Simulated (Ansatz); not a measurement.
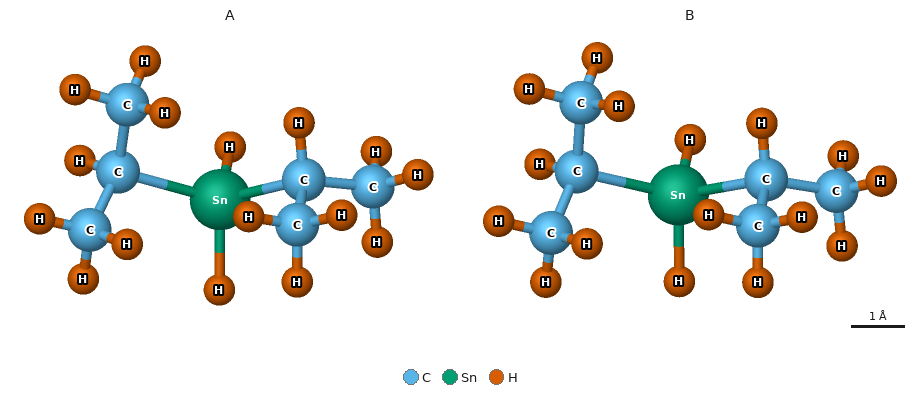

Two geometries of C$_{6}$H$_{16}$Sn (coarse preliminary run), drawn at one scale. One is the start of a relaxation, the other its converged end. A ball-and-stick model, seen from a free direction.

Theory: RKS PBE-D4/def2-SVP in Ansatz 0.2.0. Settings: force threshold 0.03 eV/Å; at most 200 steps.

Question: Which geometry has the lower energy?

Answer: Structure B is the relaxed one. The start comes from a force field. After 8 geometry steps the energy has fallen by 9.64 kcal/mol. The largest force component goes from 2.5 to 0.013 eV/Å. The atom that moves furthest after the best rigid fit is an H atom (0.27 Å). By element the largest moves are H 0.27 Å, C 0.13 Å, Sn 0.10 Å. Near-neighbour distances that change, for instance: C–H 1.047 → 1.114 Å, C–C 1.475 → 1.532 Å, C–Sn 2.151 → 2.205 Å, C–H 1.072 → 1.110 Å. Among the angles between lasting bonds that change: Sn–C–H 110.5° → 104.0°, H–C–H 112.6° → 106.7°, H–Sn–H 113.7° → 108.7°.
